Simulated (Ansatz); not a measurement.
# Molecular dynamics of CH8GeOSi (part 1 of 3)

- system: CH8GeOSi, SMILES C[SiH2][O][GeH3]
- method: RKS BLYP/def2-SVP (Ansatz 0.2.0)

The geometry comes from this level: PBE0-D4/def2-TZVP. Figures and captions count atoms from 1; the log counts them from 0 in places.

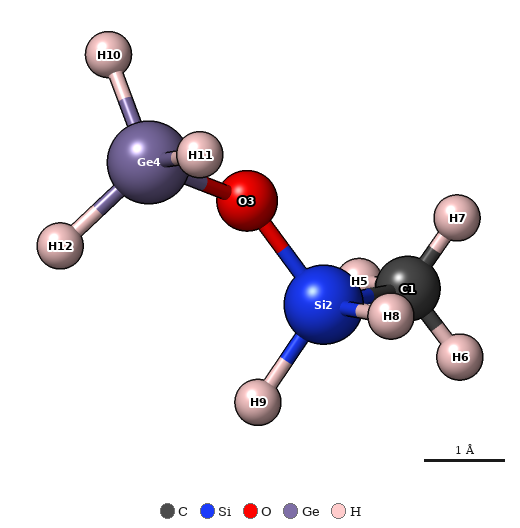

Fig. 1: The structure as given in the input (ball-and-stick view, seen at a tilt; atoms are numbered from 1 in the order of the input). Sticks mark near contacts. Bond lengths as drawn: C–H 1.09 Å, C–Si 1.86 Å, Ge–H 1.53 to 1.54 Å, Ge–O 1.77 Å, H–Si 1.49 Å and O–Si 1.64 Å.

### Key numbers

| quantity | value |
| --- | --- |
| outcome | finished |
| mean temperature over the second half | 524 K |
| trajectory | 50 steps, 50 fs |
| ensemble | nve |
| temperature in the input | 1000 K |
| time step | 1 fs |
| potential energy (last step) | −67599.0614 eV |
| SCF solution under orbital rotations (last step) | stable |
| largest force (length of the vector) (last step) | 1.531 eV/Å |
| dipole moment (last step) | 0.85 D |
| hardware | 4 threads of Arm Neoverse V2, 23 GiB of memory available, shared host |
| wall time | 57 s (CPU time 3.6 min) |
| peak memory | 0.17 GiB |

### Remarks

So short a trajectory is not equilibrated.

### Input file
```yaml
crystal:
  periodic: [false, false, false]
  atoms:
    - {symbol: C, position_ang: [0.578903, 1.922496, -1.001949]}
    - {symbol: Si, position_ang: [0.789529, 0.344320, -0.045035]}
    - {symbol: O, position_ang: [-0.668411, -0.388969, 0.096322]}
    - {symbol: Ge, position_ang: [-1.218720, -1.893609, 0.857274]}
    - {symbol: H, position_ang: [0.183764, 1.721115, -2.000211]}
    - {symbol: H, position_ang: [1.539734, 2.432908, -1.110909]}
    - {symbol: H, position_ang: [-0.110550, 2.597587, -0.489968]}
    - {symbol: H, position_ang: [1.349616, 0.628405, 1.309360]}
    - {symbol: H, position_ang: [1.749438, -0.562194, -0.741921]}
    - {symbol: H, position_ang: [-2.727854, -1.958971, 0.596970]}
    - {symbol: H, position_ang: [-0.907494, -1.824855, 2.362105]}
    - {symbol: H, position_ang: [-0.480756, -3.073435, 0.201863]}
basis:
  gaussian: {orbitals: def2-SVP}
hamiltonian: {xc: {name: BLYP}}
md: {timestep: 1 fs, n_steps: 50, ensemble: nve, temperature: 1000, initial_velocities: maxwell_boltzmann, seed: 268}
```

Launched with:
```bash
ansatz run in.yaml --threads 4 --pin off --events-out ev --progress --plain --max-ram 10444MiB
```

### Output
```
Functional definition: BLYP
  name "BLYP"
  cite "Becke, Phys. Rev. A 38, 3098 (1988) doi:10.1103/PhysRevA.38.3098"
  cite "Lee, Yang & Parr, Phys. Rev. B 37, 785 (1988) doi:10.1103/PhysRevB.37.785"
  parameter beta = 0.0042
  parameter a = 0.04918
  parameter b = 0.132
  parameter c = 0.2533
  parameter d = 0.349
  exchange = b88_x(beta = beta)
  correlation = lyp_c(a = a, b = b, c = c, d = d)
1312 factors; their error is unknown
mean field evaluation 1: about -67586.5270 eV, gradient 8.1e1 eV
mean field evaluation 2: about -67529.5987 eV, gradient 1.8e2 eV
mean field evaluation 4: about -67599.2493 eV, gradient 1.4e1 eV
mean field evaluation 8: about -67599.6568 eV, gradient 1.8e-1 eV
mean field evaluation 16: about -67599.5785 eV, gradient 9.3e-5 eV
mean field -67599.57845643 eV, -2484.2386876338 hartree, gradient 3.0e-5 eV, S^2 0.000000; 0 other end points of the search recorded, 0 dependent functions left out
the calculation of the forces begins
reference -67599.57885914 eV, -2484.2387024332 hartree; 34, 34 occupied and 84, 84 virtual orbitals, 1312 factors
md step     0: t =     0.00 fs  T =  1000.0 K  F+E_penalty+E_count = -67599.57845643 eV  E_kin = 1.292600 eV  conserved = -67598.28585644 eV  (27 SCF iters)
these checks for a lower state are left out or cut short: starts, cluster_reference, orbital_swaps, neighbouring_geometries, increment
1312 factors; their error is unknown
mean field -67599.54634422 eV, -2484.2375075320 hartree, gradient 2.5e-5 eV, S^2 0.000000; 0 other end points of the search recorded, 0 dependent functions left out
the calculation of the forces begins
reference -67599.54674686 eV, -2484.2375223284 hartree; 34, 34 occupied and 84, 84 virtual orbitals, 1312 factors
md step     1: t =     1.00 fs  T =   974.9 K  F+E_penalty+E_count = -67599.54634422 eV  E_kin = 1.260119 eV  conserved = -67598.28622478 eV  (29 SCF iters)
[... from here on the SCF iterations and repeated set-up lines of each step are left out, up to the last step ...]
md step     2: t =     2.00 fs  T =   869.5 K  F+E_penalty+E_count = -67599.40721267 eV  E_kin = 1.123977 eV  conserved = -67598.28323609 eV  (28 SCF iters)
md step     3: t =     3.00 fs  T =   718.4 K  F+E_penalty+E_count = -67599.20774467 eV  E_kin = 0.928567 eV  conserved = -67598.27917722 eV  (30 SCF iters)
md step     4: t =     4.00 fs  T =   568.9 K  F+E_penalty+E_count = -67599.01160597 eV  E_kin = 0.735355 eV  conserved = -67598.27625110 eV  (30 SCF iters)
md step     5: t =     5.00 fs  T =   456.0 K  F+E_penalty+E_count = -67598.86504093 eV  E_kin = 0.589454 eV  conserved = -67598.27558692 eV  (29 SCF iters)
md step     6: t =     6.00 fs  T =   388.6 K  F+E_penalty+E_count = -67598.77916567 eV  E_kin = 0.502304 eV  conserved = -67598.27686134 eV  (30 SCF iters)
md step     7: t =     7.00 fs  T =   354.1 K  F+E_penalty+E_count = -67598.73595801 eV  E_kin = 0.457771 eV  conserved = -67598.27818695 eV  (30 SCF iters)
md step     8: t =     8.00 fs  T =   340.2 K  F+E_penalty+E_count = -67598.71745493 eV  E_kin = 0.439800 eV  conserved = -67598.27765462 eV  (30 SCF iters)
md step     9: t =     9.00 fs  T =   351.1 K  F+E_penalty+E_count = -67598.73088585 eV  E_kin = 0.453851 eV  conserved = -67598.27703527 eV  (29 SCF iters)
md step    10: t =    10.00 fs  T =   389.3 K  F+E_penalty+E_count = -67598.78263245 eV  E_kin = 0.503178 eV  conserved = -67598.27945453 eV  (30 SCF iters)
md step    11: t =    11.00 fs  T =   430.8 K  F+E_penalty+E_count = -67598.83918051 eV  E_kin = 0.556850 eV  conserved = -67598.28233039 eV  (29 SCF iters)
md step    12: t =    12.00 fs  T =   448.3 K  F+E_penalty+E_count = -67598.86138980 eV  E_kin = 0.579522 eV  conserved = -67598.28186777 eV  (29 SCF iters)
md step    13: t =    13.00 fs  T =   447.4 K  F+E_penalty+E_count = -67598.85706987 eV  E_kin = 0.578366 eV  conserved = -67598.27870433 eV  (29 SCF iters)
md step    14: t =    14.00 fs  T =   461.5 K  F+E_penalty+E_count = -67598.87293889 eV  E_kin = 0.596569 eV  conserved = -67598.27637022 eV  (29 SCF iters)
md step    15: t =    15.00 fs  T =   515.0 K  F+E_penalty+E_count = -67598.94315197 eV  E_kin = 0.665697 eV  conserved = -67598.27745484 eV  (29 SCF iters)
md step    16: t =    16.00 fs  T =   596.6 K  F+E_penalty+E_count = -67599.05195364 eV  E_kin = 0.771124 eV  conserved = -67598.28082984 eV  (30 SCF iters)
md step    17: t =    17.00 fs  T =   669.0 K  F+E_penalty+E_count = -67599.14844108 eV  E_kin = 0.864785 eV  conserved = -67598.28365619 eV  (30 SCF iters)
md step    18: t =    18.00 fs  T =   699.9 K  F+E_penalty+E_count = -67599.18866083 eV  E_kin = 0.904750 eV  conserved = -67598.28391068 eV  (27 SCF iters)
md step    19: t =    19.00 fs  T =   687.1 K  F+E_penalty+E_count = -67599.16897974 eV  E_kin = 0.888114 eV  conserved = -67598.28086533 eV  (30 SCF iters)
md step    20: t =    20.00 fs  T =   663.3 K  F+E_penalty+E_count = -67599.13474721 eV  E_kin = 0.857371 eV  conserved = -67598.27737614 eV  (30 SCF iters)
md step    21: t =    21.00 fs  T =   664.2 K  F+E_penalty+E_count = -67599.13617932 eV  E_kin = 0.858493 eV  conserved = -67598.27768679 eV  (30 SCF iters)
md step    22: t =    22.00 fs  T =   689.1 K  F+E_penalty+E_count = -67599.17095543 eV  E_kin = 0.890732 eV  conserved = -67598.28022294 eV  (29 SCF iters)
md step    23: t =    23.00 fs  T =   712.3 K  F+E_penalty+E_count = -67599.20243550 eV  E_kin = 0.920662 eV  conserved = -67598.28177355 eV  (30 SCF iters)
md step    24: t =    24.00 fs  T =   714.2 K  F+E_penalty+E_count = -67599.20511899 eV  E_kin = 0.923153 eV  conserved = -67598.28196632 eV  (30 SCF iters)
md step    25: t =    25.00 fs  T =   691.0 K  F+E_penalty+E_count = -67599.17457566 eV  E_kin = 0.893204 eV  conserved = -67598.28137150 eV  (31 SCF iters)
md step    26: t =    26.00 fs  T =   648.9 K  F+E_penalty+E_count = -67599.11953730 eV  E_kin = 0.838708 eV  conserved = -67598.28082907 eV  (30 SCF iters)
md step    27: t =    27.00 fs  T =   594.1 K  F+E_penalty+E_count = -67599.04899948 eV  E_kin = 0.767933 eV  conserved = -67598.28106661 eV  (30 SCF iters)
md step    28: t =    28.00 fs  T =   526.6 K  F+E_penalty+E_count = -67598.96225487 eV  E_kin = 0.680729 eV  conserved = -67598.28152548 eV  (30 SCF iters)
md step    29: t =    29.00 fs  T =   446.8 K  F+E_penalty+E_count = -67598.85789181 eV  E_kin = 0.577552 eV  conserved = -67598.28033948 eV  (30 SCF iters)
md step    30: t =    30.00 fs  T =   373.5 K  F+E_penalty+E_count = -67598.75977318 eV  E_kin = 0.482806 eV  conserved = -67598.27696764 eV  (30 SCF iters)
md step    31: t =    31.00 fs  T =   344.7 K  F+E_penalty+E_count = -67598.72057727 eV  E_kin = 0.445508 eV  conserved = -67598.27506955 eV  (30 SCF iters)
md step    32: t =    32.00 fs  T =   378.7 K  F+E_penalty+E_count = -67598.76775949 eV  E_kin = 0.489561 eV  conserved = -67598.27819856 eV  (30 SCF iters)
md step    33: t =    33.00 fs  T =   443.6 K  F+E_penalty+E_count = -67598.85624412 eV  E_kin = 0.573443 eV  conserved = -67598.28280088 eV  (29 SCF iters)
md step    34: t =    34.00 fs  T =   487.8 K  F+E_penalty+E_count = -67598.91509840 eV  E_kin = 0.630508 eV  conserved = -67598.28459070 eV  (30 SCF iters)
md step    35: t =    35.00 fs  T =   484.9 K  F+E_penalty+E_count = -67598.91040238 eV  E_kin = 0.626754 eV  conserved = -67598.28364793 eV  (30 SCF iters)
md step    36: t =    36.00 fs  T =   442.2 K  F+E_penalty+E_count = -67598.85230749 eV  E_kin = 0.571529 eV  conserved = -67598.28077833 eV  (30 SCF iters)
md step    37: t =    37.00 fs  T =   390.9 K  F+E_penalty+E_count = -67598.78278799 eV  E_kin = 0.505315 eV  conserved = -67598.27747251 eV  (28 SCF iters)
md step    38: t =    38.00 fs  T =   368.0 K  F+E_penalty+E_count = -67598.75151880 eV  E_kin = 0.475683 eV  conserved = -67598.27583538 eV  (30 SCF iters)
md step    39: t =    39.00 fs  T =   391.8 K  F+E_penalty+E_count = -67598.78335476 eV  E_kin = 0.506411 eV  conserved = -67598.27694348 eV  (30 SCF iters)
md step    40: t =    40.00 fs  T =   449.9 K  F+E_penalty+E_count = -67598.86147255 eV  E_kin = 0.581540 eV  conserved = -67598.27993265 eV  (29 SCF iters)
md step    41: t =    41.00 fs  T =   510.6 K  F+E_penalty+E_count = -67598.94193890 eV  E_kin = 0.660017 eV  conserved = -67598.28192157 eV  (30 SCF iters)
md step    42: t =    42.00 fs  T =   554.4 K  F+E_penalty+E_count = -67598.99733257 eV  E_kin = 0.716557 eV  conserved = -67598.28077578 eV  (29 SCF iters)
md step    43: t =    43.00 fs  T =   591.6 K  F+E_penalty+E_count = -67599.04410597 eV  E_kin = 0.764641 eV  conserved = -67598.27946477 eV  (30 SCF iters)
md step    44: t =    44.00 fs  T =   634.1 K  F+E_penalty+E_count = -67599.10068562 eV  E_kin = 0.819584 eV  conserved = -67598.28110192 eV  (29 SCF iters)
md step    45: t =    45.00 fs  T =   667.6 K  F+E_penalty+E_count = -67599.14583656 eV  E_kin = 0.862996 eV  conserved = -67598.28284067 eV  (29 SCF iters)
md step    46: t =    46.00 fs  T =   675.0 K  F+E_penalty+E_count = -67599.15463491 eV  E_kin = 0.872507 eV  conserved = -67598.28212818 eV  (29 SCF iters)
md step    47: t =    47.00 fs  T =   661.4 K  F+E_penalty+E_count = -67599.13542781 eV  E_kin = 0.854890 eV  conserved = -67598.28053768 eV  (29 SCF iters)
md step    48: t =    48.00 fs  T =   642.7 K  F+E_penalty+E_count = -67599.11087842 eV  E_kin = 0.830690 eV  conserved = -67598.28018870 eV  (29 SCF iters)
md step    49: t =    49.00 fs  T =   624.7 K  F+E_penalty+E_count = -67599.08806483 eV  E_kin = 0.807474 eV  conserved = -67598.28059069 eV  (30 SCF iters)
these checks for a lower state are left out or cut short: starts, cluster_reference, orbital_swaps, neighbouring_geometries, increment
1312 factors; their error is unknown
mean field -67599.06100937 eV, -2484.2196718053 hartree, gradient 2.4e-5 eV, S^2 0.000000; 0 other end points of the search recorded, 0 dependent functions left out
the calculation of the forces begins
reference -67599.06140723 eV, -2484.2196864263 hartree; 34, 34 occupied and 84, 84 virtual orbitals, 1312 factors
1312 factors; their error is unknown
mean field evaluation 416: about -67599.1414 eV, gradient 3.2e-1 eV
mean field -67599.06100937 eV, -2484.2196718053 hartree, gradient 2.4e-5 eV, S^2 0.000000; 1 other end points of the search recorded, 0 dependent functions left out
the calculation of the forces begins
reference -67599.06140723 eV, -2484.2196864263 hartree; 34, 34 occupied and 84, 84 virtual orbitals, 1312 factors
md step    50: t =    50.00 fs  T =   603.5 K  F+E_penalty+E_count = -67599.06100937 eV  E_kin = 0.780061 eV  conserved = -67598.28094855 eV  (29 SCF iters)
```

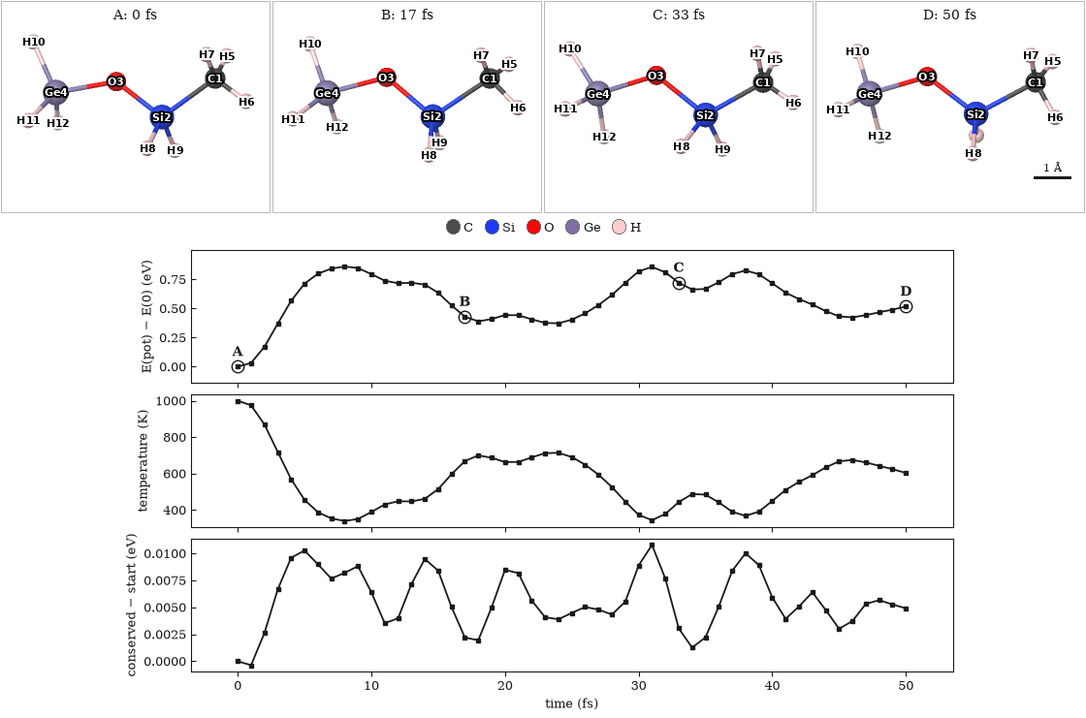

Fig. 2: Frames of the molecular dynamics (ball-and-stick, seen at a tilt) above the curves, on which the letters mark them. The trajectory kept here has 51 frames over 50 fs. The temperature starts at 1000 K, ranges from 340 to 1000 K and averages 524 K over the second half. The potential energy ends 0.517 eV above its first value. The conserved quantity stays within 0.011 eV. After an unweighted best fit of the last frame on the first, the root-mean-square displacement is 0.39 Å, and H9 has moved furthest (0.76 Å).

```
Total energy: -67599.06140723 eV, -2484.2196864263 hartree
Atom 0 at     0.762895     1.975972    -1.090774 Å, force    -0.271425     0.040726     0.168135 eV/Å
Atom 1 at     0.718214     0.362381    -0.081308 Å, force    -0.140537     0.165362     0.354641 eV/Å
Atom 2 at    -0.826346    -0.233648     0.263234 Å, force    -0.104307    -0.071108     0.450223 eV/Å
Atom 3 at    -1.200697    -1.940031     0.859342 Å, force     0.458560     0.814262    -0.990546 eV/Å
Atom 4 at     0.486150     1.809373    -2.195357 Å, force     0.669675     0.378370     1.130828 eV/Å
Atom 5 at     1.865503     2.221436    -0.846455 Å, force    -1.173921     0.300639    -0.936469 eV/Å
Atom 6 at     0.060727     2.779892    -0.651448 Å, force     0.939818    -0.821084    -0.432317 eV/Å
Atom 7 at     1.627869     0.761633     1.151309 Å, force    -0.697573    -0.570643    -0.590795 eV/Å
Atom 8 at     1.227046    -0.823137    -0.838020 Å, force     0.765387     0.130973    -0.128466 eV/Å
Atom 9 at    -2.383044    -2.425847     0.001692 Å, force    -0.466946     0.078098     0.300864 eV/Å
Atom 10 at    -1.231591    -1.763200     2.363149 Å, force    -0.382861    -0.219875     0.595962 eV/Å
Atom 11 at    -0.054020    -2.860426     0.413227 Å, force     0.404129    -0.225720     0.077938 eV/Å
Dipole moment:    -0.057530    -0.156457     0.060621 e Å
```

### Trajectory as extended XYZ (Å, eV, eV/Å), 38 of the 51 frames kept, from step=0 to step=50
```
12
Properties=species:S:1:pos:R:3:forces:R:3 step=0 time_fs=0.0 energy=-67599.57846 temperature=1000.0
C     0.5789    1.9225   -1.0019    0.0406  -0.0611   0.0433
Si    0.7895    0.3443   -0.0450    1.0204   0.3244   0.0112
O    -0.6684   -0.3890    0.0963   -0.9490   0.0385  -0.2056
Ge   -1.2187   -1.8936    0.8573   -0.2481  -0.4823   0.2302
H     0.1838    1.7211   -2.0002   -0.2022  -0.0806  -0.5096
H     1.5397    2.4329   -1.1109    0.4735   0.2735  -0.0664
H    -0.1105    2.5976   -0.4900   -0.3488   0.3558   0.2426
H     1.3496    0.6284    1.3094    0.1271   0.0765   0.2416
H     1.7494   -0.5622   -0.7419    0.2011  -0.1440  -0.1385
H    -2.7279   -1.9590    0.5970   -0.2825  -0.0324  -0.0370
H    -0.9075   -1.8249    2.3621    0.0423  -0.0124   0.3047
H    -0.4808   -3.0734    0.2019    0.1255  -0.2559  -0.1165
12
Properties=species:S:1:pos:R:3:forces:R:3 step=1 time_fs=1.0 energy=-67599.54634 temperature=974.9
C     0.5821    1.9184   -1.0023   -0.5174   0.3141  -0.6889
Si    0.7888    0.3463   -0.0422    1.0366  -0.1552  -0.1207
O    -0.6719   -0.3884    0.0945   -0.9126   0.1853  -0.0170
Ge   -1.2177   -1.8940    0.8588   -0.5262  -0.4211  -0.2821
H     0.1590    1.7532   -2.0286    0.3733  -0.0700   0.2866
H     1.5510    2.4255   -1.0710    0.4291   0.2256  -0.2422
H    -0.1103    2.6370   -0.5329   -0.1387   0.0369   0.3395
H     1.3740    0.6507    1.3163    0.0419  -0.0304  -0.0437
H     1.6943   -0.6365   -0.7772    0.0603   0.3157   0.1604
H    -2.7288   -1.9657    0.5378   -0.0798  -0.0310   0.1133
H    -0.9023   -1.8402    2.3440    0.0430   0.0068   0.6186
H    -0.4737   -3.0487    0.1806    0.1903  -0.3768  -0.1238
```
